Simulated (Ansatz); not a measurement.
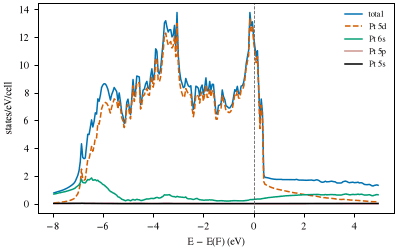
Total and projected density of states of Pt in space group R-3m (No. 166; Pt on 6c, Pt on 6c, Pt on 6c), PBE (plane waves, PAW; program Ansatz)

Which orbitals carry the states next to the Fermi level?

Within 0.5 eV of the Fermi level: Pt 5d 96 %. Projections are on Löwdin-orthogonalised atomic valence shells; empty p or d shells of many metals are not among them.

Where is the tallest occupied peak in this window, and what makes it?

Near -3.0 eV, about 14 states/eV per cell; the largest projected share is Pt 5d.

The start of the workflow was typed in or built on a structure type; neither database checked (COD, Materials Project) lists it. It is not the phase usual at ambient conditions (space group No. 225). The PBE relaxation kept the symmetry of its start; its stability against distortions is not shown here. The run is not spin-polarised. Spin–orbit coupling is left out wherever it is not named.

Potentials: the earlier of the program's two PAW sets.
